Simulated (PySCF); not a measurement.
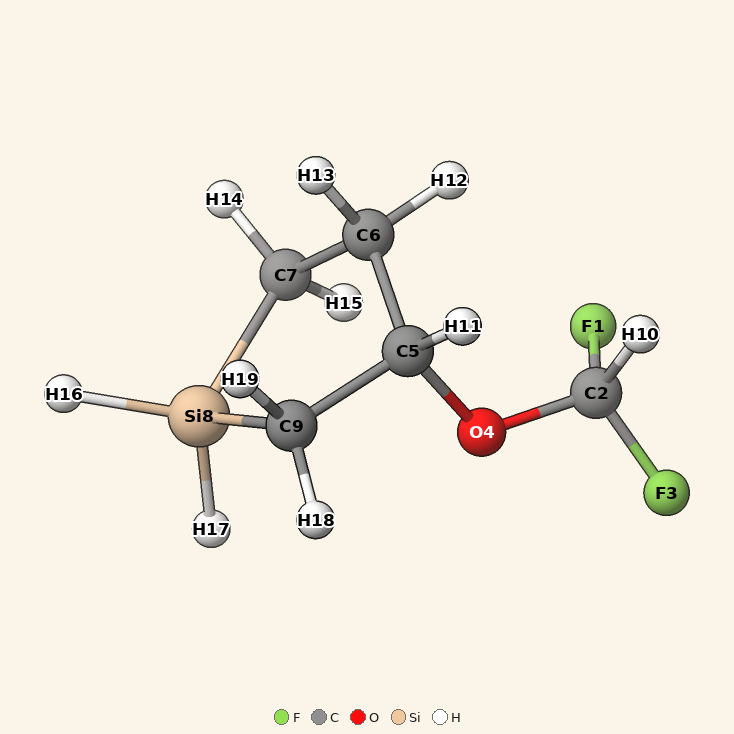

The computed structure is the end point of a PBE0-D3(BJ)/def2-SVP optimisation. No frequency run is at hand to confirm it as a minimum. Method: delta-SCF UKS SCAN, pcX-2 on the ionised atom, pcseg-1 elsewhere, spin-free X2C (PySCF 2.14.0).

Give the core-electron binding energies (to vacuum; p and d levels without spin–orbit splitting) of F1 1s, C2 1s, F3 1s, O4 1s, C5 1s, C6 1s, C7 1s, Si8 1s, Si8 2p, C9 1s.

```
atom  level  binding energy (eV)
  F1     1s                693.1
  C2     1s                297.1
  F3     1s                693.4
  O4     1s                539.2
  C5     1s                292.6
  C6     1s                290.8
  C7     1s                290.1
 Si8     1s               1846.1
 Si8     2p                106.6
  C9     1s                290.3
```
